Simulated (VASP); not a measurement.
Data:

```
MoTl2O4
1.0
    6.18212     0.00000     0.00000
   -3.09106     5.35388     0.00000
    0.00000     0.00000     8.32058
Tl Mo O
4 2 8
Direct
  0.33333   0.66667   0.32026
  0.66667   0.33333   0.67974
  0.00000   0.00000   0.50000
  0.00000   0.00000   0.00000
  0.66667   0.33333   0.18323
  0.33333   0.66667   0.81677
  0.17812   0.35624   0.74281
  0.82188   0.64376   0.25719
  0.64376   0.82188   0.74281
  0.35624   0.17812   0.25719
  0.17812   0.82188   0.74281
  0.82188   0.17812   0.25719
  0.66667   0.33333   0.96944
  0.33333   0.66667   0.03056
```

Calculation: r2SCAN meta-GGA, VASP's PBE PAW potentials (set 64) (plane waves; VASP 6.6.1). Settings: LREAL = Auto, 520 eV cut-off, 5×5×3 Γ-centred mesh, tetrahedra with Blöchl corrections, potentials Tl_d Mo_sv O.

Unless said otherwise, spin-orbit coupling is left out, though it shifts the bands of the heavy elements here.

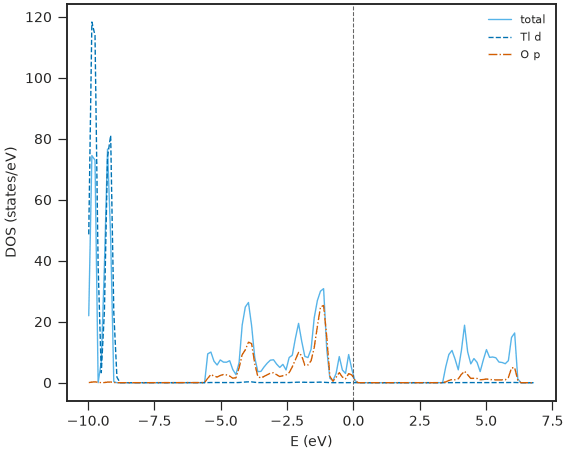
Figure: Total and projected density of states, zero at the valence-band maximum

Within 2 eV below the valence-band maximum the largest weight inside VASP's projection spheres is O p.

The gap is indirect, 3.40 eV, from the valence maximum at Γ to the conduction minimum at L.

The structure comes from a computed database's Tl2MoO4 entry (P-3m1); how it stands against other phases isn't given here. It was relaxed first.
